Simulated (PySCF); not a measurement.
C₇H₁₈Si, SMILES CCC[SiH2]C(C)(C)C, geometry in Å:

```xyz
26

C      4.0094    -0.0428     0.4131
C      2.8065     0.8564     0.1692
C      1.4800     0.0975     0.1341
Si    -0.0294     1.1856    -0.1812
C     -1.6632     0.2004    -0.2274
C     -1.8829    -0.4925     1.1202
C     -1.6003    -0.8435    -1.3461
C     -2.8080     1.1801    -0.4979
H      4.9498     0.5296     0.4294
H      3.9220    -0.5709     1.3764
H      4.0978    -0.8090    -0.3737
H      2.9439     1.4020    -0.7807
H      2.7653     1.6340     0.9520
H      1.5146    -0.6832    -0.6472
H      1.3287    -0.4406     1.0876
H     -0.1223     2.2283     0.8950
H      0.1414     1.9000    -1.4906
H     -1.0863    -1.2194     1.3460
H     -1.9227     0.2307     1.9508
H     -2.8394    -1.0453     1.1181
H     -1.4297    -0.3789    -2.3309
H     -0.7992    -1.5811    -1.1782
H     -2.5516    -1.4020    -1.4060
H     -2.8811     1.9509     0.2862
H     -2.6859     1.6955    -1.4641
H     -3.7748     0.6459    -0.5281
```

GIAO shifts, B3LYP/pcSseg-1 in PySCF, at a PBE0-D3(BJ)/def2-SVP geometry (no frequency check), against TMS for ²⁹Si and TMS for ¹³C computed at the same level. Gas phase, fully decoupled, line heights follow the number of nuclei, widths are arbitrary (no quadrupolar broadening); values of one conformer, averaged over nuclei that symmetry or rotation about single bonds exchange, these motions taken as fast; other conformers aren't averaged in.

Q: Which ²⁹Si signals does it give?

A: 1 signal.


```tsv
δ (ppm)	nuclei	atoms
−11.4	1	Si4
```

Q: Which ¹³C signals does it give?

A: 5 signals.


| δ (ppm) | nuclei | atoms |
| --- | --- | --- |
| 29.3 | 3 | C6, C7, C8 |
| 22.8 | 1 | C2 |
| 21.3 | 1 | C1 |
| 18.7 | 1 | C5 |
| 13.9 | 1 | C3 |

The order of signals that lie close, as those under 2 ppm apart, is within the error of the method.

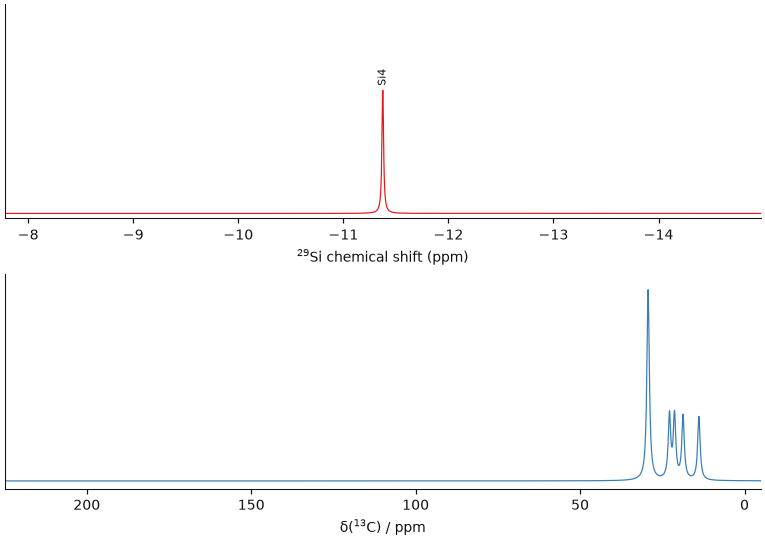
